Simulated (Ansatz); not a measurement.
# BFH5NSn: two geometries relaxed

Aim: relax the geometries before and after the inversion of the pyramid at N1, and see whether they are two minima and how far apart in energy. SMILES of the start: N[B](F)[SnH3].

All numbers below are computed with Ansatz 0.2.0 (RKS PBE0/def2-SVP).

### 1 The system as given

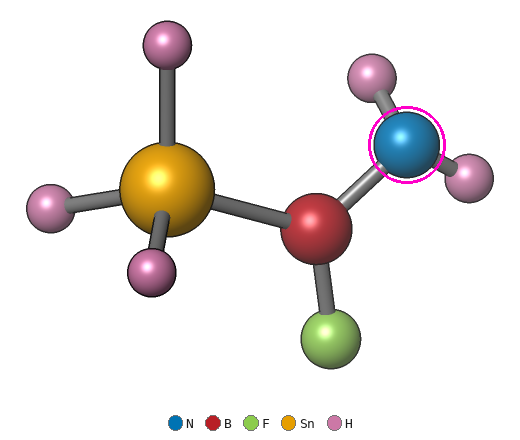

The starting structure, seen from a free direction (nitrogen blue, boron red, fluorine green, tin amber, hydrogen pink). Ringed: N1.

Coordinates:

```xyz
9

N     0.9259    1.5330    0.0251
B     0.5782    0.1965   -0.5587
F     1.1581   -0.2212   -1.8127
Sn   -0.7062   -1.1650    0.5205
H     1.5025    2.0639   -0.6825
H    -0.0276    2.1150    0.0286
H    -2.1149   -1.5701   -0.4987
H     0.1220   -2.6223    0.9376
H    -1.3494   -0.3761    2.0236
```

### 2 End point A

input.yaml reads:

```yaml
crystal:
  periodic: [false, false, false]
  atoms:
    - { symbol: "N", position_ang: [0.9259, 1.533, 0.0251] }
    - { symbol: B, position_ang: [0.5782, 0.1965, -0.5587] }
    - { symbol: F, position_ang: [1.1581, -0.2212, -1.8127] }
    - { symbol: Sn, position_ang: [-0.7062, -1.165, 0.5205] }
    - { symbol: H, position_ang: [1.5025, 2.0639, -0.6825] }
    - { symbol: H, position_ang: [-0.0276, 2.115, 0.0286] }
    - { symbol: H, position_ang: [-2.1149, -1.5701, -0.4987] }
    - { symbol: H, position_ang: [0.122, -2.6223, 0.9376] }
    - { symbol: H, position_ang: [-1.3494, -0.3761, 2.0236] }
basis:
  gaussian: { orbitals: def2-SVP }
hamiltonian:
  xc: pbe0
relax:
  f_tol: 0.015
  max_steps: 40
```

Started as:

```bash
$ ansatz run input.yaml --threads 1 --pin off --max-ram 2048MiB --backend cpu --events-out ev --progress --plain --runs-dir out
```

What it wrote, shortened:

```text
Warning: RAYON_NUM_THREADS=1 ignored (pool sized by the plan → 1); use --threads N
[...]
Functional definition: PBE0
[...]
1109 factors; integrals over basis functions are off by at most 3.4e-4 eV
[...]
mean field -10787.93243341 eV, -396.4492046046 hartree, gradient 2.5e-5 eV, S^2 0.000000; 0 other end points of the search recorded, 0 dependent functions left out
[...]
reference -10787.93246546 eV, -396.4492057824 hartree; 24, 24 occupied and 69, 69 virtual orbitals, 1109 factors
relax step   1: F+E_penalty+E_count = -10787.93243341 eV  Δ(F+E_penalty+E_count) = +0.000e0 eV  max|allowed force component| = 2.987e0 eV/Å  Δτ_max = 0.0000 Å  (25 SCF iters, accepted)
[...]
relax step   3: F+E_penalty+E_count = -10788.82544405 eV  Δ(F+E_penalty+E_count) = -2.987e-1 eV  max|allowed force component| = 1.085e0 eV/Å  Δτ_max = 0.1998 Å  (29 SCF iters, accepted)
[...]
relax step   5: F+E_penalty+E_count = -10789.04142924 eV  Δ(F+E_penalty+E_count) = -5.995e-2 eV  max|allowed force component| = 7.300e-1 eV/Å  Δτ_max = 0.1731 Å  (28 SCF iters, accepted)
[...]
relax step   7: F+E_penalty+E_count = -10789.10194212 eV  Δ(F+E_penalty+E_count) = -7.143e-3 eV  max|allowed force component| = 4.843e-2 eV/Å  Δτ_max = 0.0934 Å  (29 SCF iters, accepted)
[...]
relax step   9: F+E_penalty+E_count = -10789.10484473 eV  Δ(F+E_penalty+E_count) = +1.810e-4 eV  max|allowed force component| = 2.077e-1 eV/Å  Δτ_max = 0.1358 Å  (28 SCF iters, rejected (line search))
[...]
relax step  10: F+E_penalty+E_count = -10789.10499767 eV  Δ(F+E_penalty+E_count) = +2.809e-5 eV  max|allowed force component| = 1.401e-1 eV/Å  Δτ_max = 0.0679 Å  (29 SCF iters, rejected (line search))
[...]
1109 factors; integrals over basis functions are off by at most 3.5e-4 eV
mean field -10789.10572003 eV, -396.4923220927 hartree, gradient 1.2e-5 eV, S^2 0.000000; 0 other end points of the search recorded, 0 dependent functions left out
[...]
reference -10789.10575089 eV, -396.4923232265 hartree; 24, 24 occupied and 69, 69 virtual orbitals, 1109 factors
```

### 3 The log goes on: end point A relaxed

Output, continued, shortened:

```text
relax step  11: F+E_penalty+E_count = -10789.10572003 eV  Δ(F+E_penalty+E_count) = -6.943e-4 eV  max|allowed force component| = 3.537e-2 eV/Å  Δτ_max = 0.0331 Å  (30 SCF iters, accepted)
[...]
relax step  17: F+E_penalty+E_count = -10789.10811063 eV  Δ(F+E_penalty+E_count) = -2.471e-5 eV  max|allowed force component| = 2.076e-2 eV/Å  Δτ_max = 0.0069 Å  (22 SCF iters, accepted)
[...]
relax step  18: F+E_penalty+E_count = -10789.10813139 eV  Δ(F+E_penalty+E_count) = -2.076e-5 eV  max|allowed force component| = 1.011e-2 eV/Å  Δτ_max = 0.0021 Å  (21 SCF iters, accepted)
1109 factors; integrals over basis functions are off by at most 3.4e-4 eV
mean field -10789.10813139 eV, -396.4924107085 hartree, gradient 2.5e-5 eV, S^2 0.000000; 1 other end points of the search recorded, 0 dependent functions left out
[...]
reference -10789.10816247 eV, -396.4924118508 hartree; 24, 24 occupied and 69, 69 virtual orbitals, 1109 factors
Total energy: -10789.10816247 eV, -396.4924118508 hartree
Atom 0 at     0.789844     1.556830    -0.272750 Å, force    -0.005669    -0.007177     0.004491 eV/Å
Atom 1 at     0.590274     0.236863    -0.667296 Å, force     0.001384     0.010106     0.002379 eV/Å
Atom 2 at     1.228417    -0.207312    -1.757594 Å, force     0.002068     0.002358    -0.003461 eV/Å
Atom 3 at    -0.775626    -1.159430     0.481905 Å, force     0.001351     0.002947     0.000209 eV/Å
Atom 4 at     1.399391     2.187107    -0.783854 Å, force    -0.001643    -0.006890     0.000651 eV/Å
Atom 5 at     0.346715     1.966751     0.537399 Å, force     0.003615     0.001429    -0.005831 eV/Å
Atom 6 at    -2.081370    -1.729925    -0.474969 Å, force     0.000480    -0.001162    -0.000683 eV/Å
Atom 7 at     0.053274    -2.539318     1.077308 Å, force    -0.000550    -0.001699     0.000377 eV/Å
Atom 8 at    -1.462317    -0.357866     1.842651 Å, force    -0.001036     0.000090     0.001867 eV/Å
Dipole moment:     0.133272     0.582823     0.112883 e Å
```

It took 2.6 min on 1 thread of an Arm CPU, shared host; peak memory 0.2 GiB.

Relaxation path:

| step | energy from step 1 (eV) | largest force component (eV/Å) |
| --- | --- | --- |
| 1 | 0.0000 | 2.9874 |
| 2 | -0.5943 | 2.8426 |
| 3 | -0.8930 | 1.0845 |
| 4 | -1.0490 | 1.0397 |
| 5 | -1.1090 | 0.7300 |
| 6 | -1.1624 | 0.2747 |
| 7 | -1.1695 | 0.0484 |
| 8 | -1.1726 | 0.0208 |
| 9x | -1.1724 | 0.2077 |
| 10x | -1.1726 | 0.1401 |
| 11 | -1.1733 | 0.0354 |
| 12 | -1.1737 | 0.1653 |
| 13 | -1.1746 | 0.0768 |
| 14 | -1.1752 | 0.0171 |
| 15 | -1.1756 | 0.0249 |
| 16 | -1.1757 | 0.0291 |
| 17 | -1.1757 | 0.0208 |
| 18 | -1.1757 | 0.0101 |

Step 1 is the start. 2 steps were tried and not accepted (marked x).

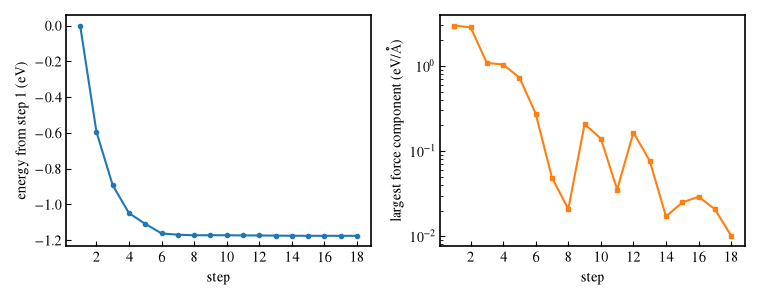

Energy and largest force along the relaxation.

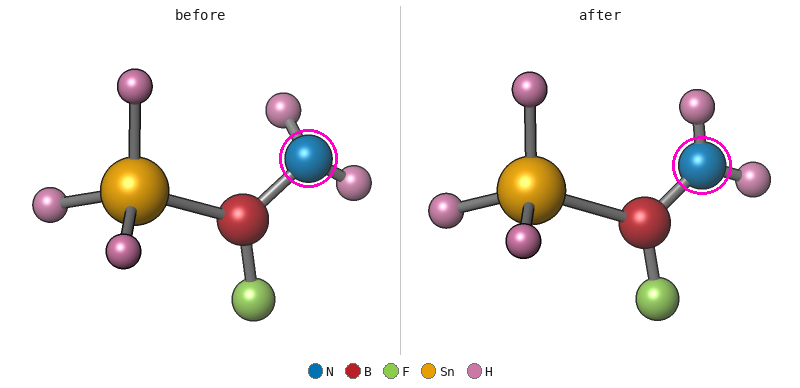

The structure before (left) and after (right), drawn at the same scale.

After: Bond lengths: N1–B2 1.392 Å, B2–F3 1.339 Å, B2–Sn4 2.266 Å, N1–H5 1.015 Å, N1–H6 1.010 Å, Sn4–H7 1.716 Å, Sn4–H8 1.716 Å, Sn4–H9 1.722 Å. Angles: N1–B2–F3 118.5°, N1–B2–Sn4 121.8°, F3–B2–Sn4 119.7°, B2–N1–H5 122.2°, B2–N1–H6 123.3°, H5–N1–H6 114.5°, B2–Sn4–H7 112.4°, B2–Sn4–H8 112.3°, B2–Sn4–H9 110.7°, H7–Sn4–H8 107.1°, H7–Sn4–H9 107.0°, H8–Sn4–H9 107.0°.

### 4 End point B

The second end starts from a geometry with the move made by hand.

input.yaml, as its differences from that of step 2:

```diff
@@ -7,4 +7,4 @@
     - { symbol: Sn, position_ang: [-0.7062, -1.165, 0.5205] }
-    - { symbol: H, position_ang: [1.5025, 2.0639, -0.6825] }
-    - { symbol: H, position_ang: [-0.0276, 2.115, 0.0286] }
+    - { symbol: H, position_ang: [1.97138, 1.57012, 0.16865] }
+    - { symbol: H, position_ang: [0.54974, 1.50701, 1.07664] }
     - { symbol: H, position_ang: [-2.1149, -1.5701, -0.4987] }
@@ -19 +19,3 @@
   max_steps: 40
+output:
+  orbitals: {}
```

Started as:

```bash
$ ansatz run input.yaml --threads 1 --pin off --max-ram 2048MiB --backend cpu --events-out ev --progress --plain --runs-dir out
```

What it wrote:

```text
Warning: RAYON_NUM_THREADS=1 ignored (pool sized by the plan → 1); use --threads N
The last accepted step is kept in <dir> (removed where the run ends without a failure and the disk answers)
Engine: ansatz 0.2.0, aarch64-unknown-linux-gnu
[... 1 set-up line as earlier in the session ...]
  parameter a = 0.25
  parameter kappa = 0.804
  parameter beta = 0.06672455060314922
  exchange = (1 - a)*pbe_x(kappa = kappa, mu = beta*pi^2/3) + a*exact_x
  correlation = pbe_c(beta = beta)
1108 factors; integrals over basis functions are off by at most 3.4e-4 eV
mean field evaluation 1: about -10783.4952 eV, gradient 4.7e1 eV
mean field evaluation 2: about -10776.6642 eV, gradient 7.1e1 eV
mean field evaluation 4: about -10787.8354 eV, gradient 3.5e0 eV
mean field evaluation 8: about -10787.9003 eV, gradient 3.9e-2 eV
mean field evaluation 16: about -10787.9003 eV, gradient 2.2e-5 eV
mean field -10787.90030249 eV, -396.4480238151 hartree, gradient 2.2e-5 eV, S^2 0.000000; 0 other end points of the search recorded, 0 dependent functions left out
the calculation of the forces begins
reference -10787.90033353 eV, -396.4480249559 hartree; 24, 24 occupied and 69, 69 virtual orbitals, 1108 factors
relax step   1: F+E_penalty+E_count = -10787.90030249 eV  Δ(F+E_penalty+E_count) = +0.000e0 eV  max|allowed force component| = 3.065e0 eV/Å  Δτ_max = 0.0000 Å  (25 SCF iters, accepted)
these checks for a lower state are left out or cut short: starts, cluster_reference, orbital_swaps, neighbouring_geometries, increment
1108 factors; integrals over basis functions are off by at most 3.2e-4 eV
mean field -10788.59598310 eV, -396.4735896061 hartree, gradient 9.8e-6 eV, S^2 0.000000; 0 other end points of the search recorded, 0 dependent functions left out
the calculation of the forces begins
reference -10788.59601425 eV, -396.4735907508 hartree; 24, 24 occupied and 69, 69 virtual orbitals, 1108 factors
relax step   2: F+E_penalty+E_count = -10788.59598310 eV  Δ(F+E_penalty+E_count) = -6.957e-1 eV  max|allowed force component| = 1.643e0 eV/Å  Δτ_max = 0.1948 Å  (28 SCF iters, accepted)
these checks for a lower state are left out or cut short: starts, cluster_reference, orbital_swaps, neighbouring_geometries, increment
1108 factors; integrals over basis functions are off by at most 3.3e-4 eV
mean field -10788.84869300 eV, -396.4828765233 hartree, gradient 1.0e-5 eV, S^2 0.000000; 0 other end points of the search recorded, 0 dependent functions left out
the calculation of the forces begins
reference -10788.84872415 eV, -396.4828776681 hartree; 24, 24 occupied and 69, 69 virtual orbitals, 1108 factors
relax step   3: F+E_penalty+E_count = -10788.84869300 eV  Δ(F+E_penalty+E_count) = -2.527e-1 eV  max|allowed force component| = 1.893e0 eV/Å  Δτ_max = 0.1921 Å  (28 SCF iters, accepted)
these checks for a lower state are left out or cut short: starts, cluster_reference, orbital_swaps, neighbouring_geometries, increment
1108 factors; integrals over basis functions are off by at most 3.2e-4 eV
mean field evaluation 32: about -10788.9339 eV, gradient 1.7e-1 eV
mean field -10788.97958301 eV, -396.4876866428 hartree, gradient 2.6e-5 eV, S^2 0.000000; 0 other end points of the search recorded, 0 dependent functions left out
the calculation of the forces begins
reference -10788.97961396 eV, -396.4876877802 hartree; 24, 24 occupied and 69, 69 virtual orbitals, 1108 factors
relax step   4: F+E_penalty+E_count = -10788.97958301 eV  Δ(F+E_penalty+E_count) = -1.309e-1 eV  max|allowed force component| = 1.115e0 eV/Å  Δτ_max = 0.1304 Å  (28 SCF iters, accepted)
these checks for a lower state are left out or cut short: starts, cluster_reference, orbital_swaps, neighbouring_geometries, increment
1108 factors; integrals over basis functions are off by at most 3.3e-4 eV
mean field -10789.03710017 eV, -396.4898003593 hartree, gradient 1.1e-5 eV, S^2 0.000000; 0 other end points of the search recorded, 0 dependent functions left out
the calculation of the forces begins
reference -10789.03713161 eV, -396.4898015147 hartree; 24, 24 occupied and 69, 69 virtual orbitals, 1108 factors
relax step   5: F+E_penalty+E_count = -10789.03710017 eV  Δ(F+E_penalty+E_count) = -5.752e-2 eV  max|allowed force component| = 1.451e0 eV/Å  Δτ_max = 0.1798 Å  (28 SCF iters, accepted)
these checks for a lower state are left out or cut short: starts, cluster_reference, orbital_swaps, neighbouring_geometries, increment
1108 factors; integrals over basis functions are off by at most 3.2e-4 eV
mean field -10789.10033518 eV, -396.4921242032 hartree, gradient 2.3e-5 eV, S^2 0.000000; 0 other end points of the search recorded, 0 dependent functions left out
the calculation of the forces begins
reference -10789.10036623 eV, -396.4921253441 hartree; 24, 24 occupied and 69, 69 virtual orbitals, 1108 factors
relax step   6: F+E_penalty+E_count = -10789.10033518 eV  Δ(F+E_penalty+E_count) = -6.324e-2 eV  max|allowed force component| = 2.961e-1 eV/Å  Δτ_max = 0.1029 Å  (28 SCF iters, accepted)
these checks for a lower state are left out or cut short: starts, cluster_reference, orbital_swaps, neighbouring_geometries, increment
1108 factors; integrals over basis functions are off by at most 3.2e-4 eV
mean field -10789.10484942 eV, -396.4922900981 hartree, gradient 1.2e-5 eV, S^2 0.000000; 0 other end points of the search recorded, 0 dependent functions left out
the calculation of the forces begins
reference -10789.10488043 eV, -396.4922912377 hartree; 24, 24 occupied and 69, 69 virtual orbitals, 1108 factors
relax step   7: F+E_penalty+E_count = -10789.10484942 eV  Δ(F+E_penalty+E_count) = -4.514e-3 eV  max|allowed force component| = 1.892e-1 eV/Å  Δτ_max = 0.0490 Å  (30 SCF iters, accepted)
these checks for a lower state are left out or cut short: starts, cluster_reference, orbital_swaps, neighbouring_geometries, increment
1108 factors; integrals over basis functions are off by at most 3.3e-4 eV
mean field evaluation 64: about -10789.1075 eV, gradient 1.2e-5 eV
mean field -10789.10748759 eV, -396.4923870491 hartree, gradient 1.2e-5 eV, S^2 0.000000; 0 other end points of the search recorded, 0 dependent functions left out
the calculation of the forces begins
reference -10789.10751866 eV, -396.4923881911 hartree; 24, 24 occupied and 69, 69 virtual orbitals, 1108 factors
relax step   8: F+E_penalty+E_count = -10789.10748759 eV  Δ(F+E_penalty+E_count) = -2.638e-3 eV  max|allowed force component| = 2.995e-2 eV/Å  Δτ_max = 0.0393 Å  (29 SCF iters, accepted)
these checks for a lower state are left out or cut short: starts, cluster_reference, orbital_swaps, neighbouring_geometries, increment
1108 factors; integrals over basis functions are off by at most 3.3e-4 eV
mean field -10789.10778851 eV, -396.4923981078 hartree, gradient 1.2e-5 eV, S^2 0.000000; 0 other end points of the search recorded, 0 dependent functions left out
the calculation of the forces begins
reference -10789.10781963 eV, -396.4923992513 hartree; 24, 24 occupied and 69, 69 virtual orbitals, 1108 factors
relax step   9: F+E_penalty+E_count = -10789.10778851 eV  Δ(F+E_penalty+E_count) = -3.009e-4 eV  max|allowed force component| = 1.015e-2 eV/Å  Δτ_max = 0.0236 Å  (30 SCF iters, accepted)
these checks for a lower state are left out or cut short: starts, cluster_reference, orbital_swaps, neighbouring_geometries, increment
1108 factors; integrals over basis functions are off by at most 3.4e-4 eV
mean field -10789.10794131 eV, -396.4924037230 hartree, gradient 1.2e-5 eV, S^2 0.000000; 0 other end points of the search recorded, 0 dependent functions left out
the calculation of the forces begins
reference -10789.10797251 eV, -396.4924048699 hartree; 24, 24 occupied and 69, 69 virtual orbitals, 1108 factors
relax step  10: F+E_penalty+E_count = -10789.10794131 eV  Δ(F+E_penalty+E_count) = -1.528e-4 eV  max|allowed force component| = 5.044e-2 eV/Å  Δτ_max = 0.0556 Å  (29 SCF iters, accepted)
these checks for a lower state are left out or cut short: starts, cluster_reference, orbital_swaps, neighbouring_geometries, increment
1108 factors; integrals over basis functions are off by at most 3.4e-4 eV
mean field -10789.10758142 eV, -396.4923904975 hartree, gradient 1.2e-5 eV, S^2 0.000000; 0 other end points of the search recorded, 0 dependent functions left out
the calculation of the forces begins
reference -10789.10761261 eV, -396.4923916437 hartree; 24, 24 occupied and 69, 69 virtual orbitals, 1108 factors
relax step  11: F+E_penalty+E_count = -10789.10758142 eV  Δ(F+E_penalty+E_count) = +3.599e-4 eV  max|allowed force component| = 4.758e-2 eV/Å  Δτ_max = 0.0290 Å  (30 SCF iters, rejected (line search))
these checks for a lower state are left out or cut short: starts, cluster_reference, orbital_swaps, neighbouring_geometries, increment
1108 factors; integrals over basis functions are off by at most 3.4e-4 eV
mean field -10789.10788637 eV, -396.4924017040 hartree, gradient 1.2e-5 eV, S^2 0.000000; 0 other end points of the search recorded, 0 dependent functions left out
the calculation of the forces begins
reference -10789.10791757 eV, -396.4924028506 hartree; 24, 24 occupied and 69, 69 virtual orbitals, 1108 factors
relax step  12: F+E_penalty+E_count = -10789.10788637 eV  Δ(F+E_penalty+E_count) = +5.494e-5 eV  max|allowed force component| = 1.704e-2 eV/Å  Δτ_max = 0.0145 Å  (30 SCF iters, rejected (line search))
these checks for a lower state are left out or cut short: starts, cluster_reference, orbital_swaps, neighbouring_geometries, increment
1108 factors; integrals over basis functions are off by at most 3.4e-4 eV
mean field evaluation 96: about -10789.1081 eV, gradient 2.3e-4 eV
mean field -10789.10812074 eV, -396.4924103170 hartree, gradient 1.0e-5 eV, S^2 0.000000; 0 other end points of the search recorded, 0 dependent functions left out
the calculation of the forces begins
reference -10789.10815194 eV, -396.4924114636 hartree; 24, 24 occupied and 69, 69 virtual orbitals, 1108 factors
relax step  13: F+E_penalty+E_count = -10789.10812074 eV  Δ(F+E_penalty+E_count) = -1.794e-4 eV  max|allowed force component| = 6.482e-3 eV/Å  Δτ_max = 0.0072 Å  (23 SCF iters, accepted)
1108 factors; integrals over basis functions are off by at most 3.4e-4 eV
mean field -10789.10812074 eV, -396.4924103170 hartree, gradient 1.0e-5 eV, S^2 0.000000; 1 other end points of the search recorded, 0 dependent functions left out
the calculation of the forces begins
reference -10789.10815194 eV, -396.4924114636 hartree; 24, 24 occupied and 69, 69 virtual orbitals, 1108 factors
Total energy: -10789.10815194 eV, -396.4924114636 hartree
Atom 0 at     1.093482     1.349660     0.168656 Å, force    -0.001475    -0.002884    -0.000896 eV/Å
Atom 1 at     0.721074     0.149043    -0.429072 Å, force     0.001099     0.006482     0.005194 eV/Å
Atom 2 at     1.281250    -0.181055    -1.599861 Å, force     0.000237    -0.001363    -0.000087 eV/Å
Atom 3 at    -0.792238    -1.241075     0.526607 Å, force    -0.000529     0.000097    -0.001618 eV/Å
Atom 4 at     1.771816     1.974064    -0.255475 Å, force    -0.001133     0.000422     0.000966 eV/Å
Atom 5 at     0.718895     1.672839     1.049501 Å, force     0.001511    -0.002031    -0.004738 eV/Å
Atom 6 at    -2.152617    -1.520127    -0.482244 Å, force     0.001948    -0.000648     0.001157 eV/Å
Atom 7 at    -0.121084    -2.775394     0.903703 Å, force    -0.001935     0.000663    -0.001073 eV/Å
Atom 8 at    -1.385758    -0.576025     2.000176 Å, force     0.000278    -0.000739     0.001095 eV/Å
Dipole moment:     0.208224     0.534757     0.201739 e Å
```

Run time: 2 min. Hardware: 1 thread of an Arm CPU, shared host; peak memory 0.2 GiB.

Relaxation path:

| step | energy from step 1 (eV) | largest force component (eV/Å) |
| --- | --- | --- |
| 1 | 0.0000 | 3.0652 |
| 2 | -0.6957 | 1.6431 |
| 3 | -0.9484 | 1.8934 |
| 4 | -1.0793 | 1.1154 |
| 5 | -1.1368 | 1.4512 |
| 6 | -1.2000 | 0.2961 |
| 7 | -1.2045 | 0.1892 |
| 8 | -1.2072 | 0.0299 |
| 9 | -1.2075 | 0.0101 |
| 10 | -1.2076 | 0.0504 |
| 11x | -1.2073 | 0.0476 |
| 12x | -1.2076 | 0.0170 |
| 13 | -1.2078 | 0.0065 |

Step 1 is the start. 2 steps were tried and not accepted (marked x).

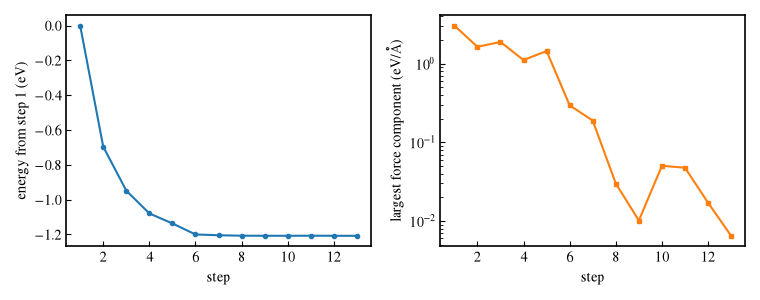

Energy and largest force along the relaxation.

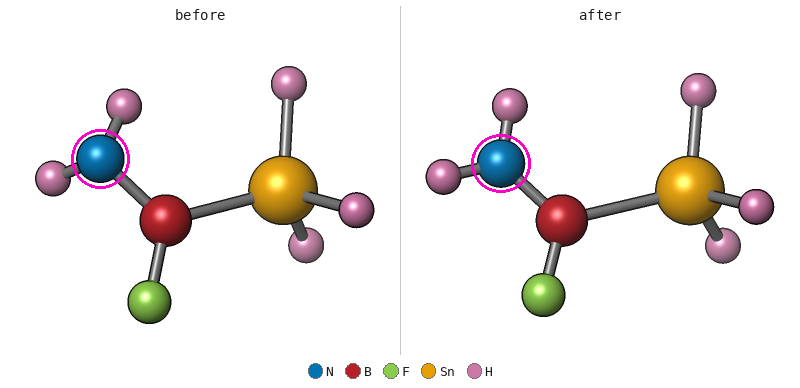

Before and after, at one scale.

After: Bond lengths: N1–B2 1.392 Å, B2–F3 1.339 Å, B2–Sn4 2.266 Å, N1–H5 1.015 Å, N1–H6 1.010 Å, Sn4–H7 1.716 Å, Sn4–H8 1.717 Å, Sn4–H9 1.722 Å. Angles: N1–B2–F3 118.4°, N1–B2–Sn4 121.8°, F3–B2–Sn4 119.8°, B2–N1–H5 122.0°, B2–N1–H6 123.4°, H5–N1–H6 114.5°, B2–Sn4–H7 112.4°, B2–Sn4–H8 112.3°, B2–Sn4–H9 110.7°, H7–Sn4–H8 107.1°, H7–Sn4–H9 107.0°, H8–Sn4–H9 107.0°.

### 5 Summary of results

| quantity | value |
| --- | --- |
| end A | 15 moves, 1.176 eV lower |
| end B | 10 moves, 1.208 eV lower |
| largest difference between the ends | 0.03 Å |
| end B relative to end A | +0.000 eV |

The two relaxations end at one structure, within 0.03 Å: no second minimum was found from this start, which doesn't rule one out.
